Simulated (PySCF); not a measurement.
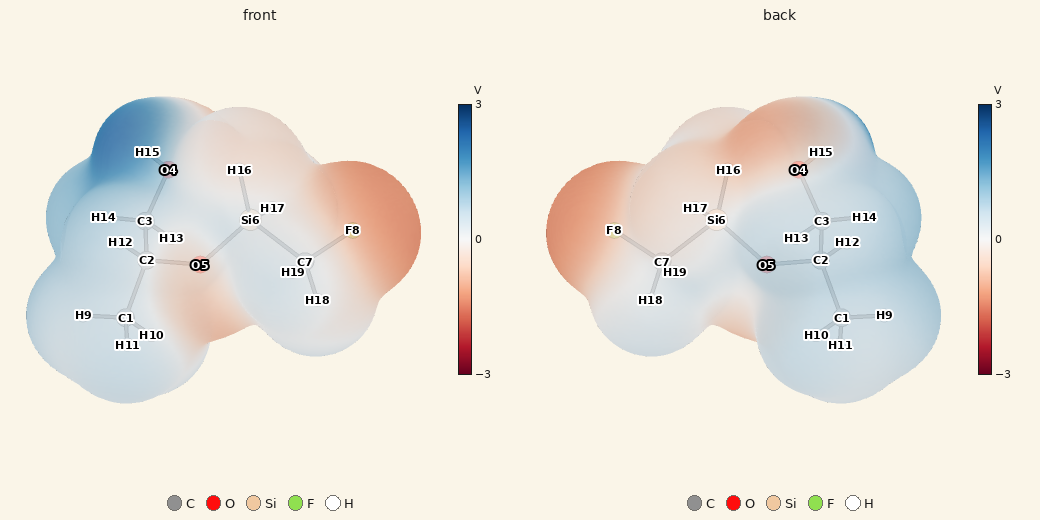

The picture shows: C$_{4}$H$_{11}$FO$_{2}$Si (SMILES C[C@H](CO)O[SiH2]CF). The electrostatic potential painted on the density surface at 0.001 e/bohr³, seen from the front and from behind; red is negative and blue positive.

Geometry: GFN2-xTB.

These are results of PySCF 2.14.0, PBE0/pcSseg-1, SCF density, gas phase, non-relativistic, not measurements.

```xyz
19

C    -1.4174   -0.4471   -1.8877
C    -1.0194   -0.5155   -0.4173
C    -1.7411    0.5547    0.4065
O    -1.3004    0.5549    1.7375
O     0.3637   -0.3653   -0.3057
Si    1.2380    0.2533    0.9145
C     2.9837    0.0001    0.1735
F     3.9313    0.4422    1.0783
H    -2.4862   -0.6074   -1.9998
H    -1.1580    0.5275   -2.2921
H    -0.8807   -1.2083   -2.4470
H    -1.2829   -1.5055   -0.0084
H    -1.4857    1.5403    0.0146
H    -2.8264    0.4088    0.3425
H    -1.5218   -0.2882    2.1486
H     1.1616   -0.5363    2.1462
H     1.0554    1.6809    1.1555
H     3.1553    0.5676   -0.7438
H     3.2212   -1.0474   -0.0234
```

**Where is the surface potential most negative and most positive?**

The most negative region (about −1.3 V) lies over F8, the most positive (about +2.2 V) over H15.

**What dipole moment does the calculation give?**

Its dipole moment is 4.65 D.
